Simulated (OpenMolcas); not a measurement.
# quartet GeNH3Cl at 6 levels

Aim: a comparison of 6 runs (UHF/cc-pVDZ, U-revPBE/cc-pVDZ, UB3LYP/cc-pVDZ, UM06-L/cc-pVDZ, ROMP2/cc-pVDZ, ROCCSD(T)/cc-pVDZ) of quartet GeNH3Cl. 

The calculation is run with OpenMolcas 26.06.

## (1) The molecule

The species is GeNH3Cl (6 atoms), meant as a quartet with charge 0. As SMILES of the parent species, `[NH2][GeH][Cl]`. Geometry: relaxed at PBE0-D4/def2-TZVP. This is one conformer, not always the lowest. That shape belongs to the parent species and isn't relaxed for this state.

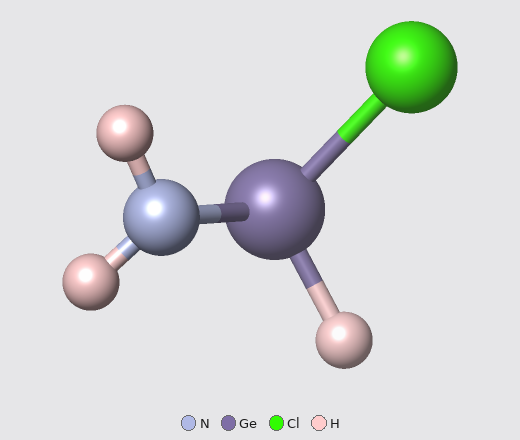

The structure, seen from a chosen angle (nitrogen light blue, germanium purple, chlorine green, hydrogen pink).

## (2) The energy at UHF/cc-pVDZ (run 1)

Contents of job.inp:

```
&GATEWAY
BasLib=$CurrDir
Coord
6
bohr
N     -0.84338477     0.60074394    -1.48967110
Ge     0.14248535    -0.28534864     1.71606029
Cl     2.34892957    -3.69800505     1.17786629
H     -1.86043537     2.21324724    -1.62781008
H     -1.67939961    -0.78291353    -2.50804451
H      1.97136229     1.83133359     2.64429377
Basis=cc-pVDZ
Group=NoSym
&SEWARD
&SCF
UHF
Spin=4
Thresholds=1e-10 1e-07 1e-07 1e-05
PrOrbitals=1 1
```

The basis set cc-pVDZ is read from a file made from the Basis Set Exchange's data (not shown).

Launch:

```console
export MOLCAS_MEM=1860
pymolcas job.inp > job.log
```

What it wrote:

```text
--- Start Module: gateway ---
[...]
--- Stop Module: gateway /rc=_RC_ALL_IS_WELL_ ---
--- Start Module: seward ---
[...]
      Basis functions           74
--- Stop Module: seward /rc=_RC_ALL_IS_WELL_ ---
[...]
--- Start Module: scf ---
[...]
       Convergence after  31 Iterations
[...]
::    Total SCF energy                              -2590.8408279123
[...]
      Total spin, S                                     1.5034631768
[...]
      Total electronic charge=   59.000000
      Total            charge=   -0.000000
[...]
      Dipole Moment (debye):
      Origin of the operator (angstrom)=    0.3332   -0.5829    0.6122
                   X= -2.7119E+00               Y=  2.1006E+00               Z= -3.6942E+00           Total=  5.0412E+00
      Quadrupole Moment (debye*angstrom):
[...]
--- Stop Module: scf /rc=_RC_ALL_IS_WELL_ ---
[...]
```

Run time: 6.3 s. Hardware: 1 thread of Arm Neoverse V2, shared host; peak memory 0.43 GiB.

## (3) The energy at U-revPBE/cc-pVDZ (run 2)

Contents of test.inp:

```
* ClGeH3N Kohn-Sham DFT

&GATEWAY
  BASLIB=$CurrDir
  COORD
  6
  bohr
  N     -0.84338477     0.60074394    -1.48967110
  Ge     0.14248535    -0.28534864     1.71606029
  Cl     2.34892957    -3.69800505     1.17786629
  H     -1.86043537     2.21324724    -1.62781008
  H     -1.67939961    -0.78291353    -2.50804451
  H      1.97136229     1.83133359     2.64429377
  BASIS=cc-pVDZ
  GROUP=NoSym

&SEWARD
  GRIDINPUT
  Grid=UltraFine
  End of Grid

&SCF
  UHF
  SPIN=4
  KSDFT=revPBE
  THRESHOLDS=1e-10 1e-07 1e-07 1e-05
  PRORBITALS=1 2
```

The basis set cc-pVDZ is read from a file made from the Basis Set Exchange's data (not shown).

Launch:

```console
export MOLCAS_MEM=1860
pymolcas test.inp > test.log
```

What it wrote:

```text
--- Start Module: gateway ---
[...]
--- Stop Module: gateway /rc=_RC_ALL_IS_WELL_ ---
--- Start Module: seward ---
[...]
      Basis functions           74
--- Stop Module: seward /rc=_RC_ALL_IS_WELL_ ---
[...]
--- Start Module: scf ---
[...]
       Convergence after  37 Iterations
[...]
::    Total KS-DFT energy                           -2593.2563762038
[...]
      Total spin, S                                     1.5007861378
[...]
      Total electronic charge=   59.000000
      Total            charge=   -0.000000
[...]
      Dipole Moment (debye):
      Origin of the operator (angstrom)=    0.3332   -0.5829    0.6122
                   X= -1.4702E+00               Y=  7.2504E-01               Z= -2.9988E+00           Total=  3.4176E+00
      Quadrupole Moment (debye*angstrom):
[...]
--- Stop Module: scf /rc=_RC_ALL_IS_WELL_ ---
[...]
```

It took 64 s on 1 thread of Arm Neoverse V2, shared host; peak memory 0.43 GiB.

Runs 3 to 5 aren't shown in full; the table further down has their settings and results.

## (4) A single-point energy at ROCCSD(T)/cc-pVDZ (run 6)

Contents of mol.inp:

```
* ClGeH3N CCSD(T)
&GATEWAY
BasLib = $CurrDir
Coord
6
angstrom
N       -0.446300       0.317900      -0.788300
Ge       0.075400      -0.151000       0.908100
Cl       1.243000      -1.956900       0.623300
H       -0.984500       1.171200      -0.861400
H       -0.888700      -0.414300      -1.327200
H        1.043200       0.969100       1.399300
Basis = cc-pVDZ
Group = NoSym
&SEWARD
&SCF
UHF
Spin = 4
Thresholds = 1e-10 1e-07 1e-07 1e-05
PrOrbitals = 1
&RASSCF
FileOrb = $Project.UnaOrb
Spin = 4
Nactel = 3 0 0
Inactive = 28
Ras2 = 3
OutOrbitals = Canonical
OrbListing = Nothing
&MOTRA
JobIph
Frozen = 15
&CCSDT
CCT
Triples = 3
Iterations = 80
Accuracy = 1e-08
Extrapolation = 5 4
```

The basis set cc-pVDZ is read from a file made from the Basis Set Exchange's data (not shown).

Launch:

```console
export MOLCAS_MEM=1860
pymolcas mol.inp > mol.log
```

What it wrote:

```text
--- Start Module: gateway ---
[...]
--- Stop Module: gateway /rc=_RC_ALL_IS_WELL_ ---
[...]
      Basis functions           74
[...]
       Convergence after  31 Iterations
[...]
::    Total SCF energy                              -2590.8408279134
[...]
      Total spin, S                                     1.5034631768
[...]
      Number of active orbitals                  3
[...]
      Spin quantum number                      1.5
[...]
      Active orbitals                            3
[...]
      Number of CSFs                             1
[...]
      Number of root(s) required                 1
[...]
      Convergence after 15 iterations
[...]
      printout of CI-coefficients larger than  0.05 for root  1
      energy=   -2590.834158
      conf/sym  111     Coeff  Weight
             1  uuu   1.00000 1.00000
      Natural orbitals and occupation numbers for root  1
      sym 1:   1.000000   1.000000   1.000000
      ************************************************************************************************************************
      *                                                    Final results                                                     *
[...]
::    RASSCF root number  1 Total energy:  -2590.83415827
[...]
      Total electronic charge=   59.000000
      Total            charge=   -0.000000
[...]
      Dipole Moment (debye):
      Origin of the operator (angstrom)=    0.3332   -0.5829    0.6122
                   X= -2.6909E+00               Y=  2.0898E+00               Z= -3.6306E+00           Total=  4.9789E+00
      Quadrupole Moment (debye*angstrom):
[...]
--- Start Module: motra ---
[...]
      *** WARNING: Default frozen orbitals is overwritten by user input.
      *** Default values:  20
[...]
--- Stop Module: motra /rc=_RC_ALL_IS_WELL_ ---
--- Start Module: ccsdt ---
[...]
      Convergence after                    39  Iterations
      Total energy (diff) :   -2591.25323573      -0.00000001
[...]
 METHOD                       : CCSD+T(CCSD)+<T3(1)WT1>+<T3(1)UT2> = CCSD(T)
[...]
       CCSD     =     -2591.2532357324976
[...]
--- Stop Module: ccsdt /rc=_RC_ALL_IS_WELL_ ---
[...]
```

Run time: 52 s. Hardware: 1 thread of Arm Neoverse V2, shared host; peak memory 0.43 GiB.

## (5) The series

| run | level | integration grid | frozen core orbitals | energy (Eh) | dipole moment (D) | HOMO energy (eV) | ⟨S²⟩ | wall time |
| --- | --- | --- | --- | --- | --- | --- | --- | --- |
| 1 | UHF/cc-pVDZ | – | – | -2590.840828 | 5.04 | -3.40 | 3.764 | 6.3 s |
| 2 | U-revPBE/cc-pVDZ | UltraFine | – | -2593.256376 | 3.42 | -0.80 | 3.753 | 64 s |
| 3 | UB3LYP/cc-pVDZ | UltraFine | – | -2593.568150 | 3.02 | -1.52 | 3.755 | 61 s |
| 4 | UM06-L/cc-pVDZ | UltraFine | – | -2593.433468 | 4.07 | -0.63 | 3.756 | 84 s |
| 5 | ROMP2/cc-pVDZ | – | 15 | -2591.223247 | – | – | – | 10 s |
| 6 | ROCCSD(T)/cc-pVDZ | – | 15 | -2591.264320 | – | – | – | 52 s |

## (6) What came out

```
             quantity           value
  run 6: total energy  -2591.26432 Eh
run 6: (T) correction      -11.08 mEh
```

**Reading.** Over runs 1, 2, 3, 4 the dipole moment (its size) runs from 3.02 D (UB3LYP/cc-pVDZ) to 5.04 D (UHF/cc-pVDZ). Totals of different functionals can't be ranked against each other. All runs together took 4.6 min, the longest 84 s.
